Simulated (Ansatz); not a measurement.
The figure comes from a scan of SiO2 (rutile): one O atom of a 6-atom cell moves by s along Cartesian [110], with its periodic images. Computed with r2SCAN (plane waves to 500 eV, PAW, scalar-relativistic; Ansatz, a program for electronic structure). k mesh 7×7×10 (Γ-centred), Fermi-Dirac smearing 0.05 eV. F∥ is the force on the atom along that direction. SiO2 was relaxed with its symmetry unable to fall. 

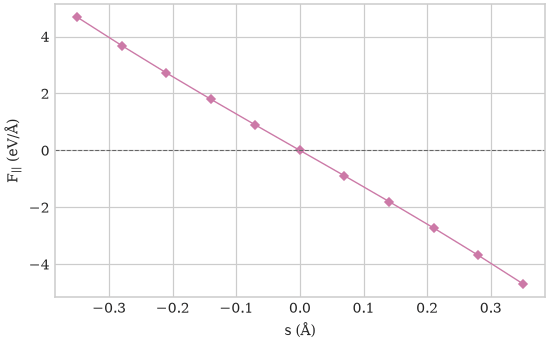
Figure: F∥ (eV/Å) against s (Å); computed points joined by lines.

### Question
Read the plotted values off the figure, to the accuracy that the plot allows.

### Answer
To the nearest 0.2:

| s (Å) | F∥ (eV/Å) |
|---|---|
| -0.350 | 4.6 |
| -0.280 | 3.6 |
| -0.210 | 2.8 |
| -0.140 | 1.8 |
| -0.070 | 0.8 |
| 0.000 | 0.0 |
| 0.070 | -0.8 |
| 0.140 | -1.8 |
| 0.210 | -2.8 |
| 0.280 | -3.6 |
| 0.350 | -4.6 |

(A displaced cell: forces are minus the slopes of the energy, force constants its curvatures, and phonons follow from these.)
